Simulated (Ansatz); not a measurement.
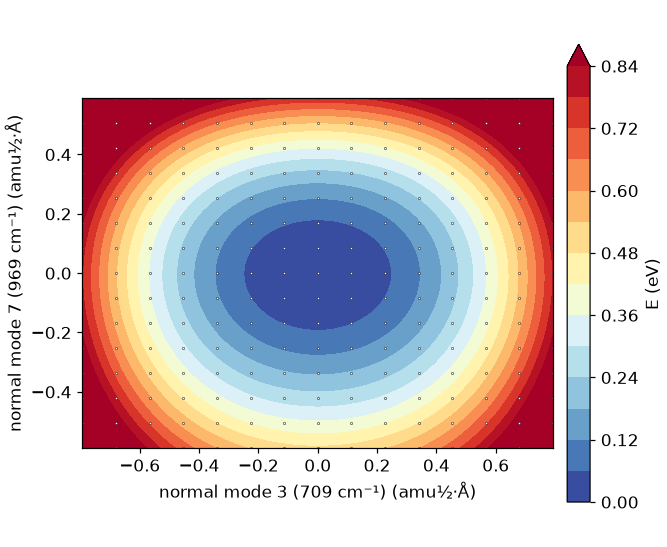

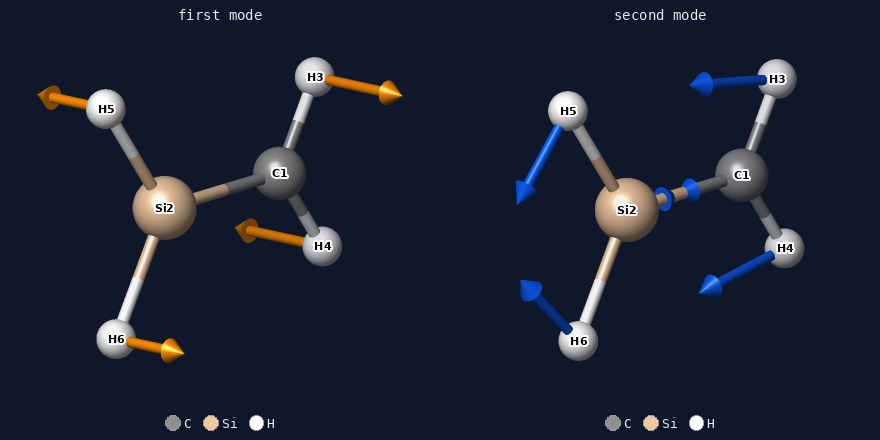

Energy landscape of CH₄Si, SMILES C=[SiH2]. 
- First axis: normal mode 3 (709 cm⁻¹). Second axis: normal mode 7 (969 cm⁻¹).
- Nothing is relaxed (straight displacements along the two mass-weighted modes).
- The grid has 15 × 15 points; 120 points were computed and 105 follow by symmetry.
- Energies are in eV, from the lowest grid point.
- All numbers below come from RKS PBE-D4/def2-TZVP (Ansatz 0.2.0).

The picture shows filled contours, dots at the grid points, one colour for all values above the top of the scale. Between grid points the surface is interpolated. The second picture is the structure at the lowest point

**What does the map say about the system?**

The lowest grid point is at normal mode 3 (709 cm⁻¹) = 0.000 amu½·Å, normal mode 7 (969 cm⁻¹) = 0.000 amu½·Å. It is the only kind of minimum in the scanned range. The highest grid point, normal mode 3 (709 cm⁻¹) = −0.793 amu½·Å, normal mode 7 (969 cm⁻¹) = 0.589 amu½·Å, lies 1.55 eV above the lowest.

The whole map (120 points run) took 3.5 min on 1 thread of Arm Neoverse V1, on a shared host.
